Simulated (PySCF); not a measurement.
Input file:

```
{"job": {"kind": "nmr", "xc": "PBE0", "basis": "pcSseg-1"}, "charge": 0, "multiplicity": 1}
C      2.489808     1.316123    -0.853245
C      2.205908    -0.193161    -0.828267
C      2.913004    -0.794262     0.351983
O      2.347656    -1.314781     1.268920
O      0.845593    -0.432883    -0.797944
Si    -0.068856    -0.994804     0.419609
P     -2.027536    -0.778981    -0.608749
Si    -2.187964     1.421258    -0.857158
Si    -3.319932    -1.180167     1.139751
H      3.554964     1.506780    -0.952085
H      1.962502     1.760195    -1.693099
H      2.122244     1.768263     0.064675
H      2.615193    -0.653174    -1.742024
H      4.012451    -0.697186     0.321735
H      0.002746    -0.169179     1.628009
H      0.078616    -2.417647     0.707488
H     -1.333195     1.811570    -1.979548
H     -3.586670     1.729338    -1.157387
H     -1.778407     2.192617     0.325107
H     -2.963670    -0.414404     2.338553
H     -4.688923    -0.841914     0.754006
H     -3.205943    -2.604215     1.444016
```

Command:

```sh
OMP_NUM_THREADS=1 python probes_run.py task.json out
```

Geometry: GFN2-xTB.

Computed with PBE0/pcSseg-1, SCF density, gas phase, non-relativistic (PySCF 2.14.0).

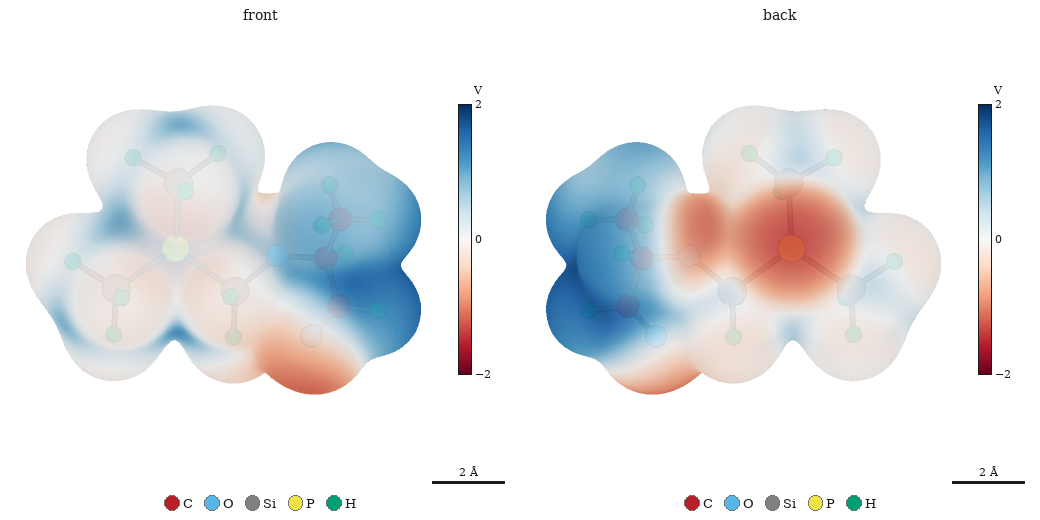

C3H13O2PSi3. The molecular electrostatic potential painted on the density surface at 0.002 e/bohr³, seen from the front and from behind; the colour scale runs from red (negative) to blue (positive).

Describe the electrostatic potential map.

Answer. The most negative region (about −1.3 V) lies over P7, the most positive (about +1.7 V) over C2, C3 and H14.
